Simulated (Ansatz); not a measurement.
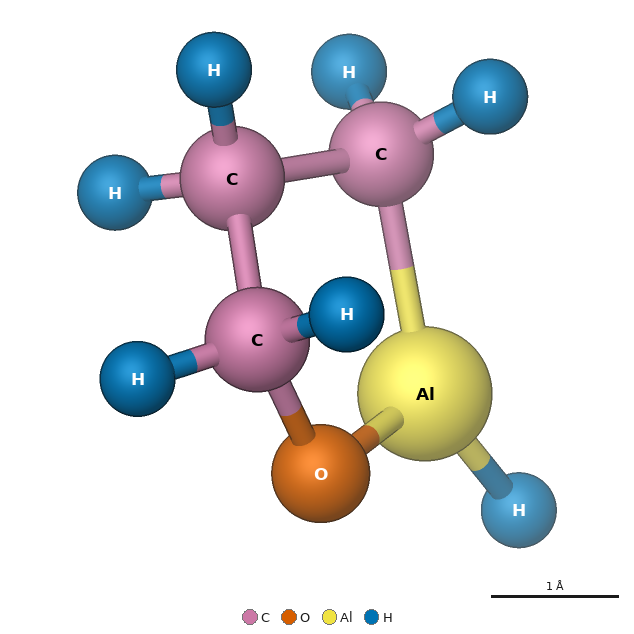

Distant atoms are faded towards the background colour. The geometry was computed by an optimisation with PBE0-D4/def2-TZVP. No frequency run is at hand to confirm it as a minimum. Masses are those of the most abundant isotopes; constants are for the rigid equilibrium geometry.

Q: What kind of rotor is it, and what are its rotational constants in GHz?

A: An asymmetric top (C1): A = 5.94, B = 4.72, C = 2.83 GHz. Ray's parameter κ is 0.21, nearer the oblate limit.
